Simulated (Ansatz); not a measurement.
**Frequency calculation of CH5FSi**

System: CH5FSi.
Method: RKS PBE0-D4/def2-TZVP (Ansatz 0.2.0).

The geometry comes from this level: PBE0-D4/def2-TZVP. Figures and captions count atoms from 1; the log counts them from 0 in places.

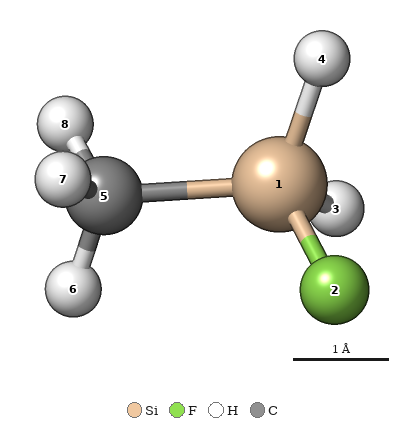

The structure (ball-and-stick view, seen at a tilt; atoms are numbered from 1 in the order of the input). Bond lengths as drawn: C–H 1.09 Å, C–Si 1.85 Å, F–Si 1.60 Å and H–Si 1.48 Å.

### The input
```yaml
crystal:
  periodic: [false, false, false]
  atoms:
    - {symbol: Si, position_ang: [-0.037338, -1.161454, -1.292945]}
    - {symbol: F, position_ang: [1.398265, -0.456967, -1.421145]}
    - {symbol: H, position_ang: [-0.034836, -2.336398, -2.200798]}
    - {symbol: H, position_ang: [-1.053197, -0.178791, -1.748139]}
    - {symbol: C, position_ang: [-0.320468, -1.664842, 0.468127]}
    - {symbol: H, position_ang: [0.443140, -2.370662, 0.802578]}
    - {symbol: H, position_ang: [-0.303787, -0.797668, 1.132110]}
    - {symbol: H, position_ang: [-1.296451, -2.148825, 0.566267]}
basis:
  gaussian: {orbitals: def2-TZVP}
hamiltonian: {xc: pbe0, dispersion: d4}
phonons: {temperatures: {t_min: 298.15, t_max: 900, t_step: 200}}
```

Machine: 4 threads of Intel Xeon @ 2.50GHz, 180 GiB of memory available, shared host.

Launched with:
```bash
ansatz run in.yaml --threads 4 --pin off --events-out ev --progress --plain --max-ram 9574MiB
```

### The program's output
```
Functional definition: PBE0
  name "PBE0"
  cite "Adamo & Barone, J. Chem. Phys. 110, 6158 (1999) doi:10.1063/1.478522"
  cite "Perdew, Burke & Ernzerhof, Phys. Rev. Lett. 77, 3865 (1996) doi:10.1103/PhysRevLett.77.3865"
  parent pbe
  parameter a = 0.25
  parameter kappa = 0.804
  parameter beta = 0.06672455060314922
  exchange = (1 - a)*pbe_x(kappa = kappa, mu = beta*pi^2/3) + a*exact_x
  correlation = pbe_c(beta = beta)
824 factors; their error is unknown
mean field evaluation 1: about -11703.8167 eV, gradient 5.4e1 eV
mean field evaluation 2: about -11701.3828 eV, gradient 6.3e1 eV
mean field evaluation 4: about -11709.4560 eV, gradient 3.2e0 eV
mean field evaluation 8: about -11709.4769 eV, gradient 3.8e-2 eV
mean field evaluation 16: about -11709.5169 eV, gradient 5.6e-5 eV
mean field -11709.51694660 eV, -430.3168107918 hartree, gradient 5.6e-5 eV, S^2 0.000000; 0 other end points of the search recorded, 0 dependent functions left out
the calculation of the forces begins
reference -11709.51697323 eV, -430.3168117704 hartree; 17, 17 occupied and 112, 112 virtual orbitals, 824 factors
these checks for a lower state are left out or cut short: stability, starts, cluster_reference, orbital_swaps, neighbouring_geometries, increment
824 factors; their error is unknown
mean field -11709.51680625 eV, -430.3168056342 hartree, gradient 2.6e-6 eV, S^2 0.000000; 0 other end points of the search recorded, 0 dependent functions left out
[... from here on the field's lines of each further geometry are left out, up to the last ...]
the calculation of the forces begins
reference -11709.51696429 eV, -430.3168114421 hartree; 17, 17 occupied and 112, 112 virtual orbitals, 824 factors
these checks for a lower state are left out or cut short: stability, starts, cluster_reference, orbital_swaps, neighbouring_geometries, increment
824 factors; their error is unknown
mean field -11709.51693139 eV, -430.3168102330 hartree, gradient 1.1e-6 eV, S^2 0.000000; 0 other end points of the search recorded, 0 dependent functions left out
the calculation of the forces begins
reference -11709.51695802 eV, -430.3168112115 hartree; 17, 17 occupied and 112, 112 virtual orbitals, 824 factors
Total energy: -11709.60789744 eV, -430.3201531736 hartree
Atom 0 at    -0.037338    -1.161454    -1.292945 Å, force    -0.000452    -0.000671     0.000098 eV/Å
Atom 1 at     1.398265    -0.456967    -1.421145 Å, force     0.000047     0.000297     0.000105 eV/Å
Atom 2 at    -0.034836    -2.336398    -2.200798 Å, force     0.000145    -0.000086    -0.000483 eV/Å
Atom 3 at    -1.053197    -0.178791    -1.748139 Å, force     0.000137    -0.000303     0.000166 eV/Å
Atom 4 at    -0.320468    -1.664842     0.468127 Å, force    -0.000069     0.001106     0.000325 eV/Å
Atom 5 at     0.443140    -2.370662     0.802578 Å, force    -0.000596     0.000125    -0.000151 eV/Å
Atom 6 at    -0.303787    -0.797668     1.132110 Å, force     0.000159    -0.000888     0.000097 eV/Å
Atom 7 at    -1.296451    -2.148825     0.566267 Å, force     0.000630     0.000419    -0.000156 eV/Å
Dipole moment:    -0.257400    -0.162717     0.196616 e Å
Vibrations: 160.60 243.94 501.23 682.81 731.61 766.36 863.89 879.77 953.52 972.62 1280.70 1442.77 1447.90 2234.40 2234.98 3051.15 3134.05 3143.95 cm⁻¹, zero-point energy 1.532833 eV
```

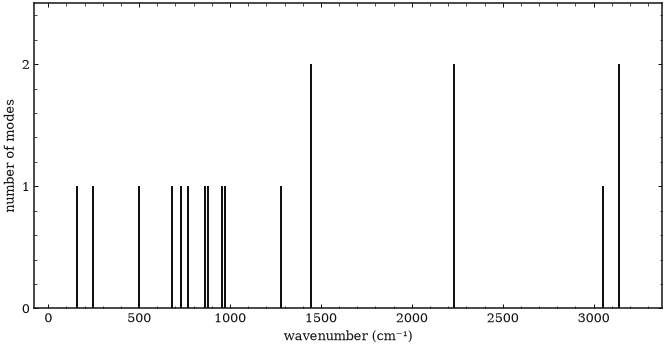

Harmonic vibrational wavenumbers from the force constants; neighbouring modes closer than 14 cm⁻¹ are counted in one stick. 18 modes from 161 to 3144 cm⁻¹, none imaginary.

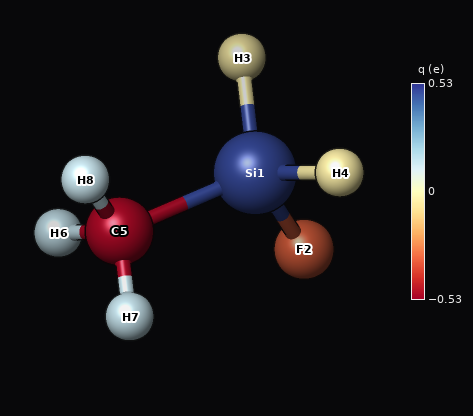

Mulliken charges, as the colour of each atom (ball-and-stick view, seen at a tilt; atoms are numbered from 1 in the order of the input). By element: Si +0.49, F −0.33, H −0.05 to +0.15 and C −0.51 e.

### Key numbers

```tsv
quantity	value
outcome	converged
total energy	−11709.6079 eV
mean-field energy	−11709.5170 eV
dispersion energy	−0.0909 eV
largest force (length of the vector)	0.001 eV/Å
dipole moment	1.74 D
wall time	79 s (CPU time 3.8 min)
peak memory	0.53 GiB
```
